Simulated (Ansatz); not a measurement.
The Ansatz input:

```
crystal:
  lattice:
    - [5.772929951, 0.0, 0.0]
    - [-2.8864649755, 4.9995039918, 0.0]
    - [0.0, 0.0, 27.022723473]
  atoms:
    - { symbol: Ti, position: [0.3333333333, 0.1666666667, 0.29604714] }
    - { symbol: Ti, position: [0.3333333333, 0.6666666667, 0.29604714] }
    - { symbol: Ti, position: [0.8333333333, 0.1666666667, 0.29604714] }
    - { symbol: Ti, position: [0.8333333333, 0.6666666667, 0.29604714] }
    - { symbol: Ti, position: [0.1666666667, 0.3333333333, 0.3806811393] }
    - { symbol: Ti, position: [0.1666666667, 0.8333333333, 0.3806811393] }
    - { symbol: Ti, position: [0.6666666667, 0.3333333333, 0.3806811393] }
    - { symbol: Ti, position: [0.6666666667, 0.8333333333, 0.3806811393] }
    - { symbol: Ti, position: [0.3371486519, 0.1654369808, 0.4694597065] }
    - { symbol: Ti, position: [0.3248095501, 0.6500607493, 0.4680555706] }
    - { symbol: Ti, position: [0.8286767194, 0.1661682279, 0.4693081674] }
    - { symbol: Ti, position: [0.8342567401, 0.6684551643, 0.467186399] }
    - { symbol: Ti, position: [0.1523461451, 0.3046984917, 0.5529542664] }
    - { symbol: Ti, position: [0.1696556528, 0.8246669129, 0.5495235468] }
    - { symbol: Ti, position: [0.6782853686, 0.3560010119, 0.5522086017] }
    - { symbol: Ti, position: [0.6551190964, 0.8253529098, 0.5492733007] }
    - { symbol: C, position: [-0.1590256972, -0.3167667181, 0.6035781718] }
    - { symbol: C, position: [-0.0146822421, -0.0290396634, 0.6023216563] }
    - { symbol: H, position: [-0.2137999195, -0.4266998793, 0.6390524753] }
    - { symbol: H, position: [0.043268005, 0.0899481774, 0.6368508963] }
basis:
  ecutwfc: 420
kpoints:
  mp_grid: { grid: [4, 4, 1] }
hamiltonian:
  xc: pbe
  dispersion: d3bj
scf:
  occupations: { method: gaussian, width: 0.1 }
output:
  forces: true
  eigenvalues: true
  write_density: true
  volumetric_format: npy
efield:
  axis: 3
  dipole_correction: true
  ramp_width: 0.04
```

Run as:
```bash
ansatz run input.yaml --threads 4 --pin off --max-ram 10240MiB --backend cpu --events-out ev --progress --plain --runs-dir out
```

What does the potential across the slab give for the work function?

The work function is 3.66 eV at the right face and 4.56 eV at the left. The vacuum level is 0.90 eV higher at the left than at the right, so the slab carries a dipole along its normal; the ramp in the vacuum, at or near the edge of the plot, is the dipole correction that keeps each side flat. The outermost atoms are 9.3 Å apart, which leaves 17.8 Å of vacuum in a cell 27.0 Å high.

The atoms aren't at rest in this cell (largest force 0.5 eV/Å), so the relaxed material can differ.

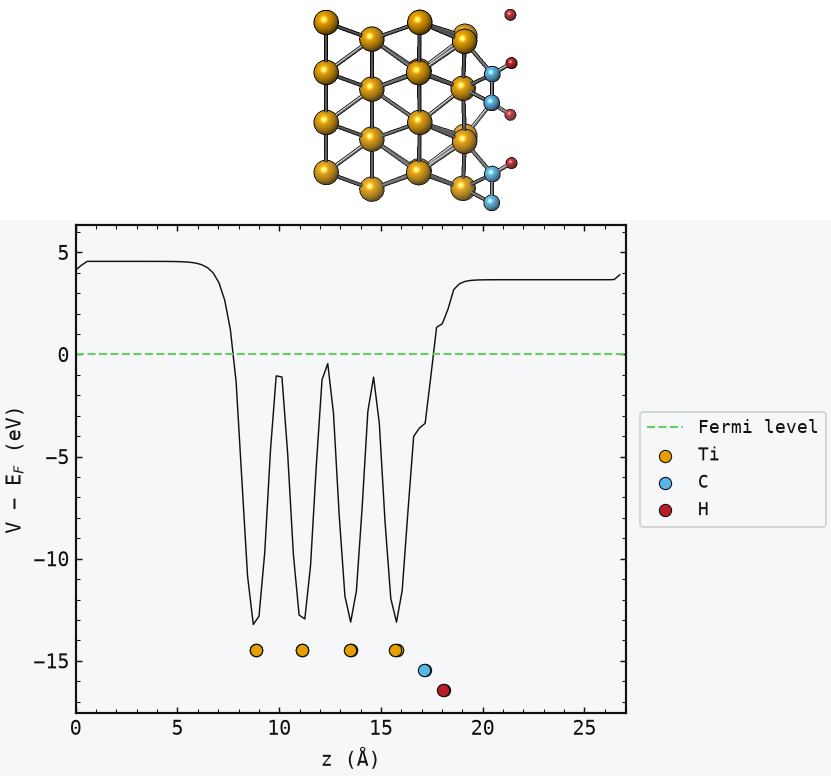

Plane-averaged electrostatic potential energy of an electron across the slab; circles at the bottom mark the heights of the atoms. The structure is drawn too.
